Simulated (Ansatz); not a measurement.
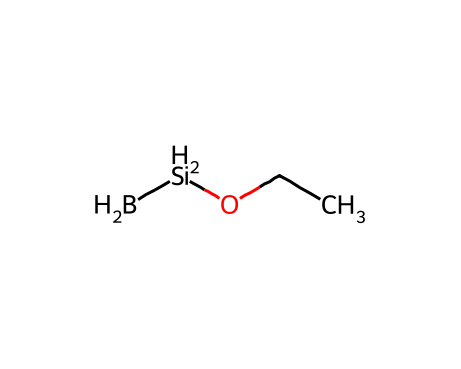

(Drawn from a calculation with Ansatz.)

Skeletal drawing of a molecule.

Give its SMILES.

Answer. B[SiH2]OCC

What is the molecular formula?

Answer. C2H9BOSi.

An optimisation with PBE-D4/def2-SVP gave a structure of which point group?

Answer. C1. Other conformers may differ.
